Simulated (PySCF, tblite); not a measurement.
**C4H14FNSi2: geometry, infrared bands and NMR shifts**

Wanted: the infrared bands and NMR shifts of C4H14FNSi2 (`C[C@H](N)C[SiH2][SiH2]CF`), by calculation.

Computed with tblite 0.8.0 and PySCF 2.14.0, with density-fitted response routines of our own, on a single molecule in the gas phase. Atoms are numbered from 0 throughout.

### Step 1. The molecule as given

22 atoms, charge 0, multiplicity 1; geometry from: force field or distance geometry start.

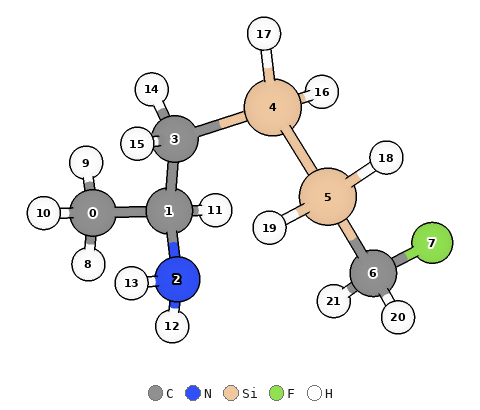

The starting geometry (carbon grey, nitrogen blue, silicon light orange, fluorine green, hydrogen white), atoms numbered; sticks join atoms by distance.

### Step 2. Geometry optimisation with GFN2-xTB

The job: settings as JSON, then the geometry in Å.

```
{"job": {"kind": "relax", "xc": "GFN2-xTB", "basis": "xTB"}, "charge": 0, "multiplicity": 1}
C     -2.911500     0.296000    -0.133700
C     -1.396800     0.351100    -0.080000
N     -0.839500    -0.049000    -1.370400
C     -0.864700    -0.585500     1.014700
Si     0.883800    -0.306100     1.638300
Si     2.437400    -0.697400    -0.015600
C      2.609200     0.795600    -1.078300
F      3.103600     1.833000    -0.329700
H     -3.297900     0.958000    -0.916200
H     -3.359900     0.626500     0.821400
H     -3.286900    -0.716300    -0.338800
H     -1.092900     1.377000     0.137900
H     -1.228600     0.579400    -2.081500
H     -1.193100    -0.974100    -1.624900
H     -1.507000    -0.480400     1.911300
H     -0.970200    -1.638500     0.720600
H      0.999100     1.074900     2.189400
H      1.125800    -1.248500     2.761700
H      3.751800    -1.037800     0.618200
H      2.054200    -1.893200    -0.805100
H      3.309900     0.629200    -1.889300
H      1.663600     1.125700    -1.511500
```

Run with:

```sh
> OMP_NUM_THREADS=1 python probes_run.py task.json out
```

One launch serves the whole session: the jobs run in the order shown.

**Question.** This job is followed by: GFN2-xTB harmonic vibrations, gas phase; GIAO PBE0/pcSseg-1 NMR shielding, non-relativistic, gas phase. Predict these results of the whole session: strongest single infrared mode (GFN2-xTB); zero-point energy (GFN2-xTB); 13C shifts against TMS (PBE0/pcSseg-1); 1H shifts against TMS (PBE0/pcSseg-1, means over atoms taken as alike); 15N shifts against NH3 (PBE0/pcSseg-1); 29Si shifts against TMS (PBE0/pcSseg-1); 19F shifts against CFCl3 (PBE0/pcSseg-1).

The runs gave:

| quantity | value |
| --- | --- |
| strongest single infrared mode (GFN2-xTB) | 2159 cm⁻¹, 431 km/mol |
| zero-point energy (GFN2-xTB) | 107.7 kcal/mol |
| 13C shifts against TMS (PBE0/pcSseg-1) | 80.8, 50.7, 33.9, 23.3 ppm |
| 1H shifts against TMS (PBE0/pcSseg-1, means over atoms taken as alike) | 5.28, 5.02, 4.11, 4.03, 3.92, 3.75, 2.83, 1.23, 1.18, 0.63, 0.49 ppm |
| 15N shifts against NH3 (PBE0/pcSseg-1) | 79.7 ppm |
| 29Si shifts against TMS (PBE0/pcSseg-1) | -79.2, -79.5 ppm |
| 19F shifts against CFCl3 (PBE0/pcSseg-1) | -291.3 ppm |

In words: Over 115 steps the energy fell by 0.325 eV; of the close pairs, Si5–C6 changed most, 1.841 to 1.921 Å. No mode is imaginary among the 60: a minimum at this level. The strongest single mode, at 2159 cm⁻¹, moves mainly H17. GFN2-xTB is a fitted tight-binding method: band positions and strengths are rough. Its intensities can rank the bands wrongly. The most deshielded carbon is C6 (sp3 CH2 bonded to F and Si), at 80.8 ppm: pulled downfield by the heteroatom. At PBE0/pcSseg-1: Shielding is most anisotropic at C6 (span 119 ppm, paramagnetic term -141 ppm).
